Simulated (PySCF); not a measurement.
Molecule: Ge(All)(Me)3, SMILES C=C[CH2][Ge]([CH3])([CH3])[CH3]. Atoms near the plane z = 1.5 Å, at the GFN2-xTB optimised geometry (x, y, z in Å): C1 (-2.8, -0.6, 2.4), C2 (-2.0, -1.4, 1.7), C3 (-0.6, -1.3, 1.7), Ge4 (0.1, -0.3, 0.0), C6 (-0.6, 1.5, 0.0), C7 (2.1, -0.3, 0.0), H8 (-3.9, -0.7, 2.4), H9 (-2.4, 0.2, 3.1), H10 (-2.5, -2.1, 1.0), H11 (-0.1, -2.3, 1.7), H12 (-0.2, -0.7, 2.5), H16 (-0.2, 2.1, 0.8), H17 (-1.7, 1.5, 0.1), H19 (2.5, -1.4, 0.0), H20 (2.5, 0.2, 0.9).

Level of theory: CAM-B3LYP/def2-SVP run with PySCF 2.14.0. Cells within 0.4 Å of a nucleus heavier than hydrogen are left out (blank, or x). The values are rescaled to run from 0 to 1.

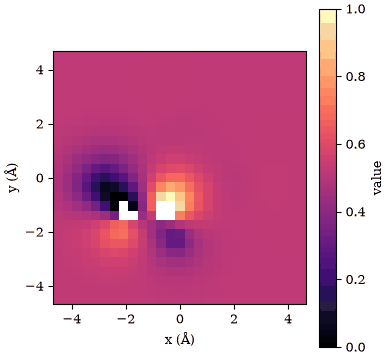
a field on the plane z = 1.5 Å.

### Question
Which quantity is mapped?
(A) electron localisation function
(B) Laplacian of the electron density
(C) an orbital amplitude
(D) log10 of the electron density

### Answer
C, an orbital amplitude. In full: HOMO amplitude (bohr^(-3/2)).
